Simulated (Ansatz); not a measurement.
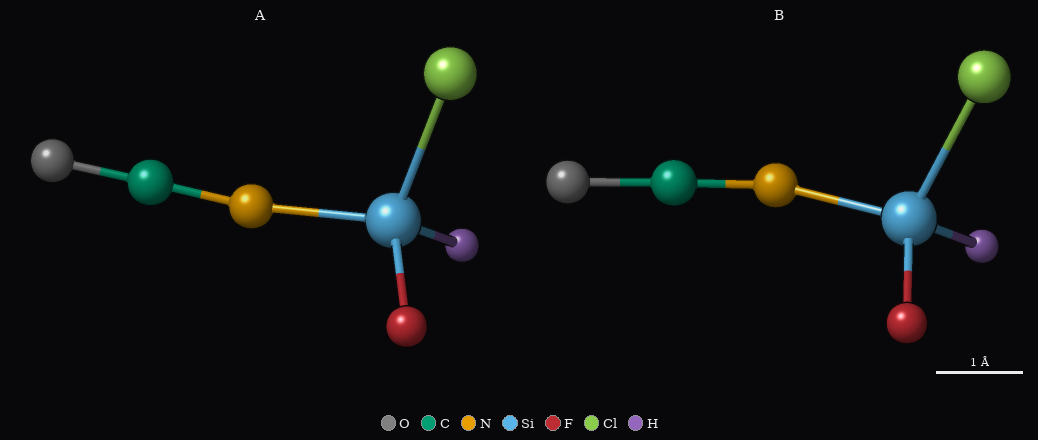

Two geometries of CHClFNOSi (coarse preliminary run), drawn at one scale. One is the start of a relaxation, the other its converged end. The picture is a ball-and-stick view, seen at a tilt.

Theory: RKS PBE-D4/def2-SVP in Ansatz. (force threshold 0.03 eV/Å; at most 200 steps)

Q: Which geometry has the lower energy?

A: Structure A is the relaxed one. The start comes from a force field. The largest move after the best rigid fit is that of the N atom, 0.30 Å. Largest moves by element: N 0.30 Å, O 0.28 Å, F 0.23 Å, Cl 0.18 Å, Si 0.07 Å, C 0.06 Å. Among the contacts that change: F–Si 1.543 → 1.625 Å, C–O 1.237 → 1.178 Å, H–Si 1.514 → 1.485 Å, C–N 1.190 → 1.213 Å. Bond angles that change, for instance: C–N–Si 155.0° → 168.8°, Cl–Si–H 105.8° → 111.0°, N–Si–H 106.1° → 110.6°. After 11 accepted moves (14 points after the start) the energy has fallen by 9.02 kcal/mol. The largest force component goes from 5.2 to 0.015 eV/Å. The line search rejected the trial steps at points 5, 11, 13 of the run. The run took of the order of 80 core-seconds on a shared host.
